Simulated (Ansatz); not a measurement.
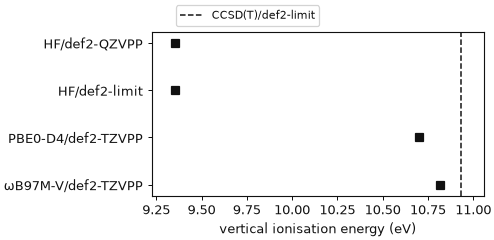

Vertical ionisation energy of SiNH₄F, SMILES N[SiH2]F, taken as the energy of the cation less that of the neutral at fixed geometry (unrestricted doublet cation, cores frozen in correlated methods, no spin-orbit coupling), the Ansatz code, at a PBE0-D4/def2-TZVP geometry (a minimum by its frequencies). Limit means an estimate of the basis limit from triple and quadruple zeta; for coupled cluster it is either extrapolated directly or built as the MP2 limit plus the step from MP2 in triple zeta.

Q: Which level comes closest to the line (CCSD(T)/def2-limit), and which misses most?

A: Closest ωB97M-V/def2-TZVPP (10.82 eV), against 10.93 eV; farthest HF/def2-QZVPP (9.35 eV).

Q: Give the values.

A:
```csv
level,eV,less CCSD(T)/def2-limit
HF/def2-QZVPP,9.35,−1.58
HF/def2-limit,9.35,−1.58
PBE0-D4/def2-TZVPP,10.70,−0.23
ωB97M-V/def2-TZVPP,10.82,−0.12
CCSD(T)/def2-limit,10.93,0.00
```
